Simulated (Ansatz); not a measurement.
# H4SSi2: interaction energy of a dimer with the counterpoise correction, by script

The task is the interaction energy of a dimer with the counterpoise correction, for H4SSi2.

Program: Ansatz 0.2.0 through its Python package. Level of theory: PBE0/cc-pVDZ. These are calculated values, not measurements.

### Step 1. The system

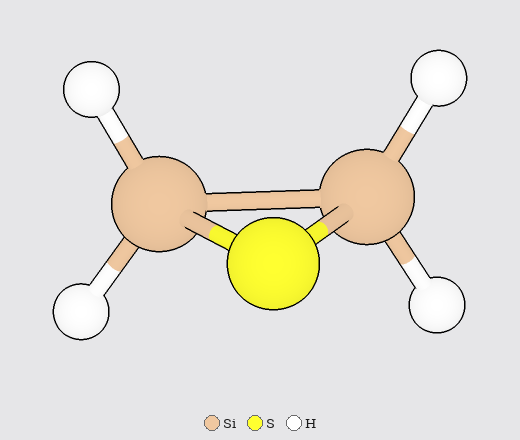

The structure that the script starts from, seen from a chosen angle (silicon light orange, sulfur yellow, hydrogen white).

No structure file is read: the coordinates are typed or built in the script.

### Step 2. The code

The input, dimer.py:

```python
import ansatz

FIRST = [
    ("Si", (-0.8773, -0.1618, -0.6504)),
    ("Si", (0.7797, 0.4797, 0.6464)),
    ("S", (0.4305, -1.5635, 0.0812)),
    ("H", (-2.1951, -0.3472, -0.0747)),
    ("H", (-0.796, -0.0367, -2.1592)),
    ("H", (0.5802, 0.6573, 2.1108)),
    ("H", (2.0783, 0.972, 0.0456)),
]
SECOND = [
    ("Si", (-0.1289, -5.4415, -0.0056)),
    ("Si", (-1.6116, -4.8477, 1.5069)),
    ("S", (-1.8561, -4.507, -0.6003)),
    ("H", (1.0186, -4.588, -0.2445)),
    ("H", (-0.0454, -6.8668, -0.5157)),
    ("H", (-1.4872, -3.5545, 2.2335)),
    ("H", (-2.6455, -5.8373, 1.9983)),
]

def energy(atoms, ghosts=()):
    molecule = ansatz.Crystal.molecule()
    for symbol, xyz in atoms:
        molecule = molecule.atom(symbol, xyz)
    calc = (
        molecule.calculation()
        .basis(gaussian="cc-pVDZ")
        .functional("PBE0")
    )
    deck = calc.input()
    if ghosts:
        deck = deck.set(ansatz.key.basis.gaussian.ghost_atoms, [{"symbol": s, "position_ang": list(xyz)} for s, xyz in ghosts])
    return ansatz.Session.from_dict(deck).plan().execute().report["free_energy_ev"]

both = energy(FIRST + SECOND)
alone = energy(FIRST) + energy(SECOND)
ghosted = energy(FIRST, SECOND) + energy(SECOND, FIRST)
print(f"dimer {both:.6f} eV")
print(f"interaction, uncorrected   {23.060548 * (both - alone):8.3f} kcal/mol")
print(f"interaction, counterpoise  {23.060548 * (both - ghosted):8.3f} kcal/mol")
print(f"basis-set superposition    {23.060548 * (alone - ghosted):8.3f} kcal/mol")
```

### Step 3. Running it

Launch:

```bash
$ python dimer.py
```

Standard output:

```text
dimer -53291.070219 eV
interaction, uncorrected     -1.250 kcal/mol
interaction, counterpoise    -0.546 kcal/mol
basis-set superposition       0.704 kcal/mol
```

Run time: 28 s. Hardware: 1 thread of Arm Neoverse V1, shared host; peak memory 0.48 GiB.

### Step 4. The runs side by side

From the records of these 5 runs:

| run | system | ghost atoms | energy (eV) | SCF cycles | CPU time (s) |
| --- | --- | --- | --- | --- | --- |
| 1 | H8S2Si4 | not set | -53291.0702 | 17 | 11 |
| 2 | H4SSi2 | not set | -26645.5081 | 16 | 2.4 |
| 3 | H4SSi2 | not set | -26645.5079 | 16 | 2.4 |
| 4 | H4SSi2 | a list of 7 | -26645.5232 | 13 | 5.5 |
| 5 | H4SSi2 | a list of 7 | -26645.5234 | 13 | 5.4 |

Totals carry meaning only in balanced differences at one level of theory.

### Step 5. Outcome

| quantity | value |
| --- | --- |
| interaction energy, uncorrected | -1.250 kcal/mol |
| interaction energy, counterpoise | -0.546 kcal/mol |
| runs compared | 5 |

In words: The counterpoise correction takes away 56 % of the apparent binding. Uncorrected it is -1.250 kcal/mol, with the counterpoise correction -0.546 kcal/mol; the difference, 0.704 kcal/mol, is the superposition error. Caveats:
- The dimer is a generated trial pose of unrelaxed monomers, not a minimum, so the figure is no binding energy, and the basis set is small.
- This level lacks the dispersion part of the attraction (electrostatics and induction are there), which can decide the sign where the interaction is weak.
